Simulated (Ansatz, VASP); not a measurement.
# NaOs in two plane-wave programs

One calculation is typed for both programs; each brings its own data sets and cutoff. How far apart do they land? The cell is invented: As first built, before any earlier steps moved the atoms: it takes the NaPt structure with some of its atoms replaced by other elements, volume scaled by an estimate. It may not be a known or stable phase. The cell comes out of the VASP series on this material, whose earlier steps may have relaxed, scaled or displaced it; both programs get it as it stands.

Program: Ansatz 0.2.0. Level of theory: plane waves, with VASP 6.6.1 beside it; band structure at PBE, spin-orbit coupling and single point at PBE. Results are calculated unless marked as measured.

## 1. The starting structure

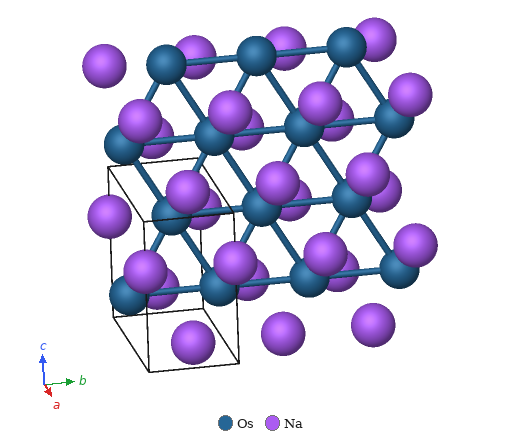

The cell as given, slightly off an axis (osmium blue, sodium purple). 1×3×2 cells are drawn. This picture shows the conventional cell, with its axes. Some periodic images of atoms are drawn too.

## 2. VASP: band structure, PBE, spin-orbit coupling

The same path points are solved in both programs, so levels can be compared one by one.

Lines of VASP's logs that name or quote its potential files are left out, and so is its time.

INCAR reads:

```
SYSTEM = NaOs
PREC = Accurate
ENCUT = 400
EDIFF = 1E-06
NELM = 100
ISMEAR = 1
SIGMA = 0.2
LREAL = .FALSE.
ALGO = Normal
GGA = PE
LNONCOLLINEAR = .TRUE.
MAGMOM = 0 0 0 0 0 0
NBANDS = 26
GGA_COMPAT = .FALSE.
LASPH = .TRUE.
LSORBIT = .TRUE.
LMAXMIX = 4
LORBIT = 11
LWAVE = .FALSE.
LCHARG = .FALSE.
```

POSCAR reads:

```
NaOs
1.0
    5.2388083620      0.0000000000      0.0000000000
    0.0000000000      1.3483927934      2.3330862073
    0.0000000000     -1.3483927934      2.3330862073
Os Na
1 1
Direct
    0.5000000000      0.3311245757      0.3311245757
    0.0000000000      0.6685079653      0.6685079653
```

KPOINTS reads:

```
Automatic mesh
0
Gamma
4 9 9
0 0 0
```

KPOINTS_OPT reads:

```
Line mode
16
Line-mode
Reciprocal
  0.00000000   0.00000000   0.00000000 GAMMA
  0.00000000   0.33350477  -0.33350477 X

  0.00000000   0.33350477  -0.33350477 X
  0.00000000   0.00000000  -0.50000000 S

  0.00000000   0.00000000  -0.50000000 S
 -0.50000000   0.00000000  -0.50000000 R

 -0.50000000   0.00000000  -0.50000000 R
 -0.50000000   0.33350477  -0.33350477 A

 -0.50000000   0.33350477  -0.33350477 A
 -0.50000000   0.00000000   0.00000000 Z

 -0.50000000   0.00000000   0.00000000 Z
  0.00000000   0.00000000   0.00000000 GAMMA

  0.00000000   0.00000000   0.00000000 GAMMA
  0.00000000  -0.50000000  -0.50000000 Y

  0.00000000  -0.50000000  -0.50000000 Y
  0.00000000  -0.33350477  -0.66649523 X1

  0.00000000  -0.33350477  -0.66649523 X1
 -0.50000000  -0.33350477  -0.66649523 A1

 -0.50000000  -0.33350477  -0.66649523 A1
 -0.50000000  -0.50000000  -0.50000000 T

 -0.50000000  -0.50000000  -0.50000000 T
  0.00000000  -0.50000000  -0.50000000 Y

 -0.50000000   0.00000000   0.00000000 Z
 -0.50000000  -0.50000000  -0.50000000 T
```

The projector-augmented-wave data sets are Os and Na_pv (PBE family, release 64).

Command:

```console
$ mpirun -np 1 vasp_ncl
```

Numbers of over 12 decimals in the logs are rounded to 6 here.

What it wrote:

```text
[banner, memory and clock lines left out]
running    1 mpi-ranks, on    1 nodes
 distrk:  each k-point on    1 cores,    1 groups
 distr:  one band on    1 cores,    1 groups

 POSCAR found type information on POSCAR OsNa
 POSCAR found :  2 types and       2 ions
 LDA part: xc-table for (Slater+PW92), standard interpolation
 POSCAR, INCAR and KPOINTS ok, starting setup
 FFT: planning ... GRIDC
 FFT: planning ... GRID_SOFT
 FFT: planning ... GRID
 WAVECAR not read
 entering main loop
       N       E                     dE             d eps       ncg     rms          rms(c)
DAV:   1     0.122270388377E+03    0.12227E+03   -0.62762E+03  7054   0.114E+03
DAV:   2    -0.240290358850E+01   -0.12467E+03   -0.11529E+03  7260   0.363E+02
DAV:   3    -0.119930239009E+02   -0.95901E+01   -0.90835E+01  8252   0.103E+02
DAV:   4    -0.122109286907E+02   -0.21790E+00   -0.21589E+00  8102   0.154E+01
DAV:   5    -0.122134190482E+02   -0.24904E-02   -0.24888E-02  8444   0.172E+00    0.114E+01
DAV:   6    -0.116516565952E+02    0.56176E+00   -0.81211E-01  8756   0.708E+00    0.499E+00
DAV:   7    -0.115438779627E+02    0.10778E+00   -0.11191E-01  8676   0.325E+00    0.281E+00
DAV:   8    -0.115209718040E+02    0.22906E-01   -0.13478E-02  9244   0.108E+00    0.818E-01
DAV:   9    -0.115161747195E+02    0.47971E-02   -0.41844E-03  8932   0.644E-01    0.910E-02
DAV:  10    -0.115162117340E+02   -0.37015E-04   -0.41619E-04  8104   0.295E-01    0.381E-02
DAV:  11    -0.115162260618E+02   -0.14328E-04   -0.19751E-05  8158   0.490E-02    0.176E-02
DAV:  12    -0.115162274990E+02   -0.14372E-05   -0.36681E-06  9140   0.317E-02    0.677E-03
DAV:  13    -0.115162275180E+02   -0.18946E-07   -0.56476E-07  5232   0.106E-02
   1 F= -.11516228E+02 E0= -.11516194E+02  d E =-.100124E-03  mag=    -0.0000     0.0000    -0.0000
 Start KPOINTS_OPT (optional k-point list driver)
k-point batch [1-135\192]
       N       E                     dE             ncg
DAV:   1     0.556395151923E+04   -0.53339E+05     7028
DAV:   2    -0.115918743978E+05   -0.17156E+05     7310
DAV:   3    -0.129201708525E+05   -0.13283E+04     8532
DAV:   4    -0.129520037170E+05   -0.31833E+02     7848
DAV:   5    -0.129524111962E+05   -0.40748E+00     8344
DAV:   6    -0.129524207966E+05   -0.96004E-02     7856
DAV:   7    -0.129524211186E+05   -0.32193E-03     8384
DAV:   8    -0.129524211310E+05   -0.12419E-04     6828
DAV:   9    -0.129524211317E+05   -0.67330E-06     4584
k-point batch [136-192\192]
       N       E                     dE             ncg
DAV:   1     0.315144036066E+05   -0.27866E+05     2980
DAV:   2     0.244269785671E+05   -0.70874E+04     2996
DAV:   3     0.238412603033E+05   -0.58572E+03     3532
DAV:   4     0.238257708755E+05   -0.15489E+02     3338
DAV:   5     0.238255822985E+05   -0.18858E+00     3432
DAV:   6     0.238255779376E+05   -0.43609E-02     3290
DAV:   7     0.238255777879E+05   -0.14966E-03     3530
DAV:   8     0.238255777818E+05   -0.61092E-05     3044
DAV:   9     0.238255777815E+05   -0.28434E-06     1898
```

OUTCAR, selected parts (step 2):

```text
ion  position               nearest neighbor table
   1  0.500  0.331  0.331-   2 3.04   2 3.04   2 3.04   2 3.04   2 3.06   2 3.06
   2  0.000  0.669  0.669-   1 3.04   1 3.04   1 3.04   1 3.04   1 3.06   1 3.06

  LATTYP: Found a base centered orthorhombic cell.
 ALAT       =     2.6967855868
 B/A-ratio  =     1.7302719346
 C/A-ratio  =     1.9426121185

 Subroutine GETGRP returns: Found  4 space group operations
 (whereof  4 operations were pure point group operations)

The static configuration has the point symmetry C_2v.

 Found    135 irreducible k-points:

   k-points           NKPTS =    135   k-points in BZ     NKDIM =    135   number of bands    NBANDS=     26

   dimension x,y,z NGX =    36 NGY =   18 NGZ =   18
   dimension x,y,z NGXF=    72 NGYF=   36 NGZF=   36

   ENCUT  =  400.0 eV  29.40 Ry    5.42 a.u.   8.54  4.39  4.39*2*pi/ulx,y,z

   NELECT =      15.0000    total number of electrons

 k-points in reciprocal lattice and weights: Automatic mesh
   0.00000000  0.00000000  0.00000000       0.003
   0.25000000  0.00000000  0.00000000       0.006
   0.50000000  0.00000000  0.00000000       0.003
   0.00000000  0.11111111 -0.00000000       0.006
   0.00000000 -0.11111111  0.00000000       0.006
   0.25000000  0.11111111 -0.00000000       0.012
  -0.25000000 -0.11111111  0.00000000       0.012
   0.50000000  0.11111111 -0.00000000       0.006
   0.50000000 -0.11111111  0.00000000       0.006
[...]
0.25000000 -0.44444444  0.44444444       0.012
   0.50000000 -0.44444444  0.44444444       0.006

 average (electrostatic) potential at core
       1 -46.8819       2 -45.3879

 E-fermi :   5.1312

 k-point     1 :       0.0000    0.0000    0.0000
  band No.  band energies     occupation
    ...
     12       2.8730      1.00000
     13       3.7723      1.00000
     14       3.7723      1.00000
     15       4.5905      1.00045
     16       4.5905      1.00045
     17       6.1058     -0.00000
     18       6.1058     -0.00000
     19       6.7068     -0.00000
     20       6.7068     -0.00000
     21       8.3559     -0.00000
    ...

 k-point     2 :       0.2500    0.0000    0.0000
  band No.  band energies     occupation
    ...
     12       2.8727      1.00000
     13       3.3497      1.00000
     14       3.3499      1.00000
     15       3.7717      1.00000
     16       3.7717      1.00000
     17       6.1589     -0.00000
     18       6.1591     -0.00000
     19       6.7036     -0.00000
     20       6.7048     -0.00000
     21       9.8552      0.00000
    ...

 k-point     3 :       0.5000    0.0000    0.0000
  band No.  band energies     occupation
    ...
     12       2.0343      1.00000
     13       2.8718      1.00000
     14       2.8718      1.00000
     15       3.7710      1.00000
     16       3.7710      1.00000
     17       6.1695     -0.00000
     18       6.1695     -0.00000
     19       6.7015     -0.00000
     20       6.7015     -0.00000
     21      11.3697      0.00000
    ...

  Total        0.0856413      0.0585888      0.0417689      0.0000000      0.0000000      0.0000000
  in kB        4.1627885      2.8478384      2.0302697      0.0000000      0.0000000      0.0000000
  external PRESSURE =       3.0136322 kB  Pullay stress =       0.0000000 kB

  energy-cutoff  :      400.00
  volume of cell :       32.96
      direct lattice vectors                 reciprocal lattice vectors
     5.238808362  0.000000000  0.000000000     0.190883104  0.000000000  0.000000000
     0.000000000  1.348392793  2.333086207     0.000000000  0.370811831  0.214308412
     0.000000000 -1.348392793  2.333086207     0.000000000 -0.370811831  0.214308412

 POSITION                                       TOTAL-FORCE (eV/Angst)
 -----------------------------------------------------------------------------------
      2.61940      0.00000      1.54508         0.000000      0.000000      0.009253
      0.00000      0.00000      3.11937         0.000000      0.000000     -0.009253
 -----------------------------------------------------------------------------------
    total drift:                                0.000000     -0.000000     -0.000638

  FREE ENERGIE OF THE ION-ELECTRON SYSTEM (eV)
  ---------------------------------------------------
  free  energy   TOTEN  =       -11.5162275180 eV

  energy  without entropy=      -11.5161273941  energy(sigma->0) =      -11.51619414

 Spin-Orbit-Coupling matrix elements
 Ion:    1  E_soc:     -0.7036125
 Ion:    2  E_soc:     -0.0009529

 total charge
# of ion       s       p       d       tot
------------------------------------------
    1        0.693   0.538   5.894   7.125
    2        0.122   6.018   0.000   6.140
--------------------------------------------------
tot          0.815   6.556   5.894  13.265

 magnetization (x)
# of ion       s       p       d       tot
------------------------------------------
    1        0.000   0.000   0.000   0.000
    2        0.000   0.000   0.000   0.000
--------------------------------------------------
tot          0.000   0.000   0.000   0.000

 magnetization (y)
# of ion       s       p       d       tot
------------------------------------------
    1        0.000   0.000   0.000   0.000
    2        0.000   0.000   0.000   0.000
--------------------------------------------------
tot          0.000   0.000   0.000   0.000

 magnetization (z)
# of ion       s       p       d       tot
------------------------------------------
    1        0.000   0.000   0.000   0.000
    2        0.000   0.000   0.000   0.000
--------------------------------------------------
tot          0.000   0.000   0.000   0.000

[... 3 further parts left out ...]
```

The run ends at a pressure of 0.30 GPa, with forces up to 0.0093 eV/Å.

[end of part 1 of 2]

[Lines on the potential files, build, host, timing and source positions are cut from VASP's logs without a mark.]

[Logs are printed without paths, hosts, clocks, repeated set-up lines and the standing remarks that a program may print on its own settings, such as how far it seeks lower states.]

[Hosts, paths, dates, database ids (printed as entryN), source tags and the programs' standing remarks are cut or masked in the printed files.]
